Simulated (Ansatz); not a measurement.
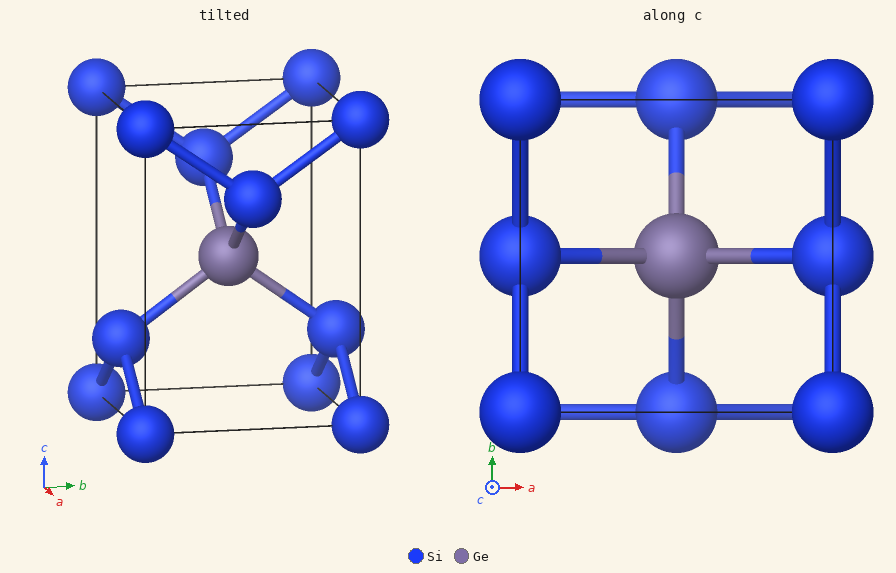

Drawn in the ball-and-stick manner and seen slightly off an axis and along the c axis. Thin lines show the conventional unit cell, with boundary atoms drawn in all their periodic places.

Si3Ge, space group P-4m2 (No. 115), a = 3.888 Å, b = 3.888 Å, c = 5.484 Å, α = 90.00°, β = 90.00°, γ = 90.00°. The model was built from a structure type filled with these elements by a generator (whether the compound takes this form wasn't checked). Earlier steps of the study may have refined or changed the cell and positions. A calculation with Ansatz used it as input.

This one geometry was computed with Ansatz (DFT, plane waves, PAW) at five levels of theory: PBE0, PBE with spin-orbit coupling, HSE06, r2SCAN and PBE. It was relaxed beforehand with r2SCAN.

Question: Which level gives the highest pressure at this volume, and what does that say about its equilibrium volume?

Answer: Highest: PBE with spin-orbit coupling (1.8 GPa) and PBE (1.8 GPa), which points to the largest equilibrium volume. Lowest, with the smallest volume: PBE0 (0.0 GPa), HSE06 (0.2 GPa) and r2SCAN (0.0 GPa). Levels within 0.5 GPa of each other can't be told apart.

Question: How does the band gap change with the level of theory?

Answer: PBE with spin-orbit coupling: a gap of 0.34 eV, indirect; PBE: a gap of 0.38 eV, indirect; r2SCAN: a gap of 0.57 eV, indirect; HSE06: a gap of 0.95 eV, indirect; PBE0: a gap of 1.58 eV, indirect.

Question: Collect the results in a table.

Answer:
| level | cutoff (eV) | k-mesh of the run's cell | gap (eV) | pressure (GPa) |
| --- | --- | --- | --- | --- |
| PBE0 | 420 | 4×4×4 | 1.58 | 0.0 |
| PBE with spin-orbit coupling | 420 | 6×6×6 | 0.34 | 1.8 |
| HSE06 | 420 | 4×4×4 | 0.95 | 0.2 |
| r2SCAN | 500 | 6×6×6 | 0.57 | 0.0 |
| PBE | 420 | 6×6×6 | 0.38 | 1.8 |

Gaps are taken on the k-mesh or band path of each run.
